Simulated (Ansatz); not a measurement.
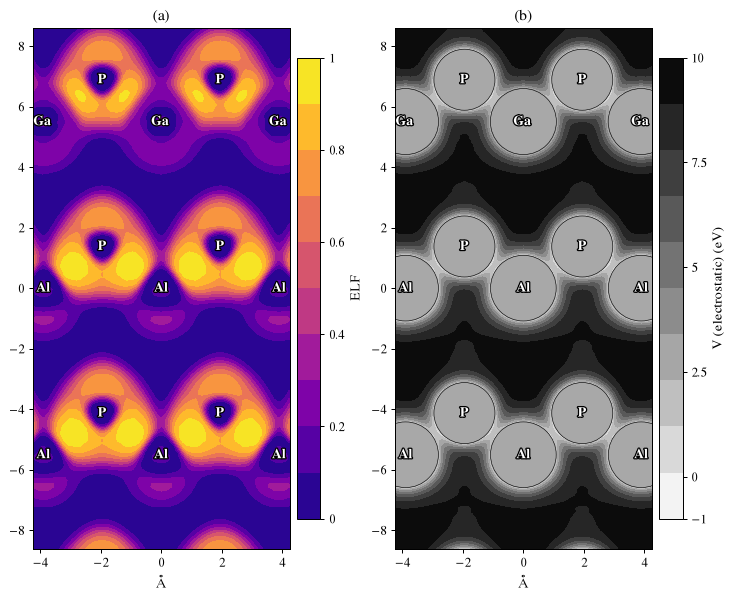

Figure 1: Al5GaP6. (a) electron localisation function; (b) electrostatic potential energy of an electron on the (010) plane of the conventional cell. Grey discs cover the atomic cores in the potential map.

Space group P-4m2; a structure generated by program, which may or may not match a known phase.

Method: DFT r2SCAN, scalar-relativistic, plane waves, PAW in Ansatz 0.2.0.

In a PAW calculation such maps are meaningful between the atoms, not at the nuclei.

```yaml
crystal:
  lattice:
    - [3.89448, 0.00000, 0.00000]
    - [0.00000, 3.89448, 0.00000]
    - [0.00000, 0.00000, 16.51820]
  atoms:
    - { symbol: Al, position: [0.50000, 0.50000, 0.83335] }
    - { symbol: Al, position: [0.00000, 0.00000, 0.66669] }
    - { symbol: Al, position: [0.50000, 0.50000, 0.50000] }
    - { symbol: Al, position: [0.00000, 0.00000, 0.33331] }
    - { symbol: Al, position: [0.50000, 0.50000, 0.16665] }
    - { symbol: Ga, position: [0.00000, 0.00000, 0.00000] }
    - { symbol: P, position: [0.50000, 0.00000, 0.75004] }
    - { symbol: P, position: [0.00000, 0.50000, 0.58334] }
    - { symbol: P, position: [0.50000, 0.00000, 0.41666] }
    - { symbol: P, position: [0.00000, 0.50000, 0.24996] }
    - { symbol: P, position: [0.50000, 0.00000, 0.08369] }
    - { symbol: P, position: [0.00000, 0.50000, 0.91631] }
```

What does the map show?

The section cuts through Al, Ga and P sites. Al–P (2.38 Å): the ELF peaks at about 0.95 between the atoms (localised, covalent bonding). Ga–P (2.39 Å): the ELF peaks at about 0.90 in the valence shell of P, 0.9 Å from its nucleus, and is about 0.80 at the midpoint. Outside the cores the potential energy rises away from the atoms and is highest about 2.4 Å from the nearest atoms; its zero is arbitrary.
